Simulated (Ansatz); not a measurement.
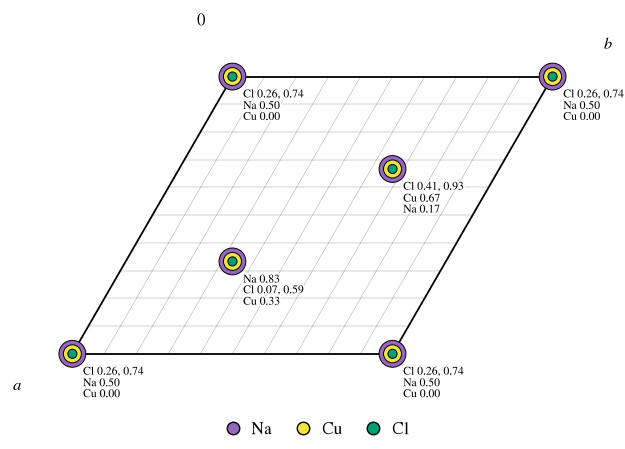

Plan of a unit cell projected along c (a down the page, b across); the numbers are heights as fractions of c, and atoms on the cell's edges are repeated. The grid marks tenths of a and b. Source: coordinates from a relaxation with Ansatz 0.2.0, DFT PBEsol, scalar-relativistic, plane waves, PAW; the starting structure was generated, so it need not be a known form of this composition. Symmetry computed with spglib at a tolerance of 0.002 Å; standard conventional cell.

a = 3.750 Å, b = 3.750 Å, c = 18.125 Å, α = 90.00°, β = 90.00°, γ = 120.00°.

What does the cell contain?

Answer. 3 Na, 3 Cu, 6 Cl: NaCuCl2, Z = 3.

Which space group?

Answer. R-3m, No. 166, hexagonal axes, rhombohedral (trigonal, hexagonal axes).

Give the independent sites, coordinates to two places.

Answer.
| atom | site | symmetry | x | y | z |
| --- | --- | --- | --- | --- | --- |
| Na | 3b | -3m | 0.67 | 0.33 | 0.83 |
| Cu | 3a | -3m | 0.00 | 0.00 | 0.00 |
| Cl | 6c | 3m | 0.33 | 0.67 | 0.93 |
